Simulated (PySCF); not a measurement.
Al2(mu-Me)2(Cl)4, C2H6Al2Cl4, singlet at its PBE0/def2-SVP optimised geometry (Å):

```
14

Al     1.2767     0.0008     0.0000
Al    -1.2764     0.0008     0.0000
C      0.0001    -0.0839    -1.6670
H      0.8498     0.4657    -2.1194
H     -0.8437     0.4755    -2.1185
H     -0.0051    -1.1044    -2.0760
Cl     2.3512     1.8149     0.0016
Cl     2.3474    -1.8149     0.0003
C      0.0001     0.0934     1.6663
H     -0.8472    -0.4568     2.1227
H      0.0014     1.1166     2.0685
H      0.8464    -0.4589     2.1219
Cl    -2.3512     1.8147     0.0000
Cl    -2.3476    -1.8147    -0.0012
```

Computed with PBE0/def2-TZVP run with PySCF.

Map of the Laplacian of the electron density (e/bohr⁵) on the plane z = 0.8 Å:

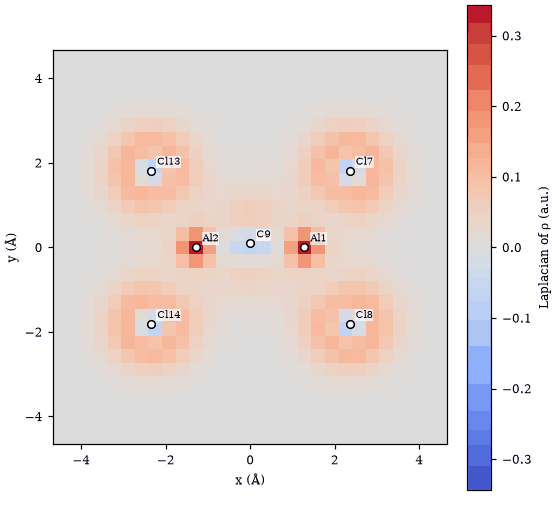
Figure: Laplacian of the electron density (e/bohr⁵) on the plane z = 0.8 Å.
